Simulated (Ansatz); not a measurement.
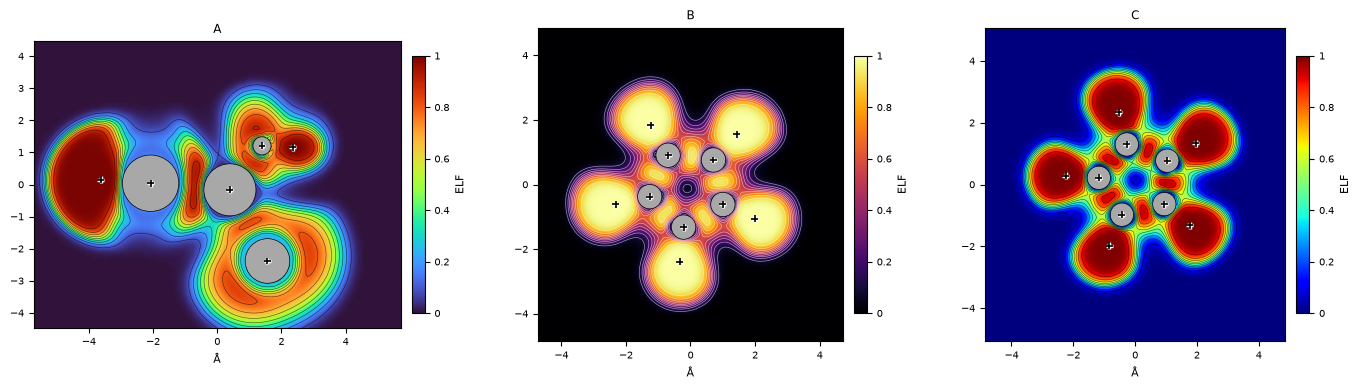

The ELF of 3 systems, each on a plane through atoms (crosses mark nuclei in the plane; grey discs cover the cores).

Theory: RKS PBE0-D4/def2-TZVPP in Ansatz.

System 1: AlH2IOZn, the molecular plane. Geometry: PBE0-D4/def2-TZVP; core potentials replace the inner electrons of I.

```xyz
6

O    -0.2232    1.5312   -1.0021
Al   -0.2935   -0.0160   -0.3131
Zn    1.1643   -0.6494    1.5921
I    -1.9463   -1.6008   -1.3320
H    -0.7730    1.8058   -1.7360
H     2.0717   -1.0708    2.7911
```

System 2: C11H14OZr, the plane of atoms C9, C13 and H27. Geometry: PBE0-D4/def2-TZVP; core potentials replace the inner electrons of Zr.

```yaml
atoms:
  - { symbol: C, position_ang: [-1.5463, -1.7477, 0.0429] }
  - { symbol: Zr, position_ang: [-0.2077, 0.0733, 0.3380] }
  - { symbol: O, position_ang: [-0.9450, 0.7085, 2.0577] }
  - { symbol: C, position_ang: [-1.4197, 0.5925, -1.8441] }
  - { symbol: C, position_ang: [-2.0561, 1.3644, -0.8440] }
  - { symbol: C, position_ang: [-1.1413, 2.3262, -0.3862] }
  - { symbol: C, position_ang: [0.0737, 2.1376, -1.0767] }
  - { symbol: C, position_ang: [-0.1088, 1.0751, -1.9955] }
  - { symbol: C, position_ang: [2.0140, -0.0390, 1.5585] }
  - { symbol: C, position_ang: [2.3098, 0.1436, 0.1938] }
  - { symbol: C, position_ang: [1.9105, -1.0231, -0.4978] }
  - { symbol: C, position_ang: [1.3699, -1.9220, 0.4417] }
  - { symbol: C, position_ang: [1.4270, -1.3120, 1.7108] }
  - { symbol: H, position_ang: [-1.3424, -2.3330, -0.8596] }
  - { symbol: H, position_ang: [-2.5913, -1.4244, -0.0014] }
  - { symbol: H, position_ang: [-1.4442, -2.4202, 0.9017] }
  - { symbol: H, position_ang: [-0.6718, 0.4930, 2.9478] }
  - { symbol: H, position_ang: [-1.8629, -0.2279, -2.3871] }
  - { symbol: H, position_ang: [-3.0593, 1.2180, -0.4725] }
  - { symbol: H, position_ang: [-1.3147, 3.0337, 0.4100] }
  - { symbol: H, position_ang: [0.9702, 2.7270, -0.9539] }
  - { symbol: H, position_ang: [0.6319, 0.6995, -2.6856] }
  - { symbol: H, position_ang: [2.1850, 0.6830, 2.3437] }
  - { symbol: H, position_ang: [2.7725, 1.0152, -0.2437] }
  - { symbol: H, position_ang: [2.0088, -1.1992, -1.5586] }
  - { symbol: H, position_ang: [0.9706, -2.9001, 0.2258] }
  - { symbol: H, position_ang: [1.0674, -1.7419, 2.6343] }
```

System 3: C11H13ClTi (SMILES [CH3][Ti]12345678([Cl])([CH]9[CH]1[CH]2[CH]3[CH]94)[CH]1[CH]5[CH]6[CH]7[CH]18), the plane of atoms C4, C5 and C6. Geometry: PBE0-D4/def2-TZVP.

```yaml
atoms:
  - { symbol: C, position_ang: [-0.0728, -1.4299, 1.6746] }
  - { symbol: Ti, position_ang: [-0.1029, -0.3445, -0.1908] }
  - { symbol: Cl, position_ang: [-0.6775, -2.2193, -1.4173] }
  - { symbol: C, position_ang: [-2.4739, -0.1249, -0.0242] }
  - { symbol: C, position_ang: [-2.0695, 0.5814, -1.1764] }
  - { symbol: C, position_ang: [-1.2622, 1.6540, -0.7679] }
  - { symbol: C, position_ang: [-1.1557, 1.6077, 0.6410] }
  - { symbol: C, position_ang: [-1.9203, 0.5161, 1.0966] }
  - { symbol: C, position_ang: [2.1719, -1.0878, -0.3540] }
  - { symbol: C, position_ang: [2.1234, -0.0619, 0.6126] }
  - { symbol: C, position_ang: [1.7444, 1.1259, -0.0357] }
  - { symbol: C, position_ang: [1.5527, 0.8313, -1.4076] }
  - { symbol: C, position_ang: [1.8369, -0.5316, -1.5989] }
  - { symbol: H, position_ang: [0.1182, -0.8141, 2.5573] }
  - { symbol: H, position_ang: [-1.0416, -1.9196, 1.7911] }
  - { symbol: H, position_ang: [0.6980, -2.1998, 1.6125] }
  - { symbol: H, position_ang: [-3.0544, -1.0335, -0.0155] }
  - { symbol: H, position_ang: [-2.2964, 0.3072, -2.1950] }
  - { symbol: H, position_ang: [-0.7998, 2.3824, -1.4147] }
  - { symbol: H, position_ang: [-0.6071, 2.2971, 1.2635] }
  - { symbol: H, position_ang: [-2.0460, 0.2193, 2.1246] }
  - { symbol: H, position_ang: [2.3726, -2.1307, -0.1653] }
  - { symbol: H, position_ang: [2.3277, -0.1732, 1.6653] }
  - { symbol: H, position_ang: [1.6280, 2.0927, 0.4271] }
  - { symbol: H, position_ang: [1.2666, 1.5297, -2.1778] }
  - { symbol: H, position_ang: [1.7400, -1.0741, -2.5254] }
```

Q: Which map belongs to which system?

A: Panel A is system 1, AlH2IOZn: the plane holds O, Al, Zn, I and H. Al–O (1.70 Å): the ELF peaks at about 0.85 in the valence shell of O, 0.6 Å from its nucleus, and is about 0.50 at the midpoint. Panel B is system 3, C11H13ClTi: the plane holds C and H. C–C (1.40 Å): the ELF peaks at about 0.95 between the atoms; a covalent bond. Panel C is system 2, C11H14OZr: the plane holds C and H. C–C (1.41 Å): the ELF peaks at about 0.95 between the atoms (a covalent bond).
